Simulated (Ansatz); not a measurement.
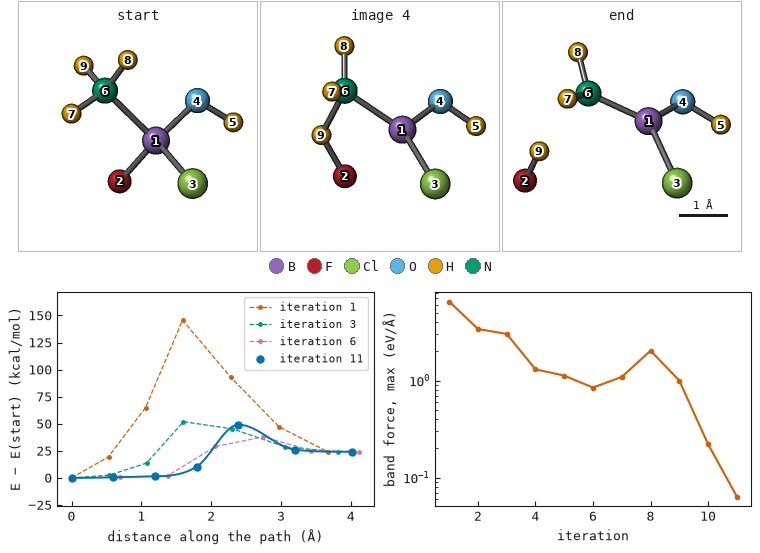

A nudged-elastic-band calculation for BNH$_{4}$OClF. Images are numbered from 0 (start) to 6 (end). The plot follows the band through its iterations. A ball-and-stick model, seen from a free direction.

Level of theory: Ansatz, RHF/6-31G*. Set-up: 5 movable images; climbing image; force threshold 0.2 eV/Å; iteration limit 60; starting path through a guess of the saddle point.

Did the band converge, and can the barrier be trusted?

Answer. The run met only a loose threshold, so the barrier can't be trusted yet. The band converged in 11 iterations. The largest component of the band force went from 6.5 to 0.064 eV/Å. The climbing image converged on the top of the path. Its curvatures weren't checked. The force threshold is so loose that the height of the top is at best an upper bound. The first iteration put the highest image at 145.7 kcal/mol. Forward barrier 49.2 kcal/mol, backward barrier 25.0 kcal/mol, with image 4 at the top; the reaction energy is +24.2 kcal/mol.

Limits of the set-up: Hartree-Fock leaves out electron correlation.

Cost: 100 s on 1 thread of Arm Neoverse V1, on a shared host, peak memory 0.16 GiB.
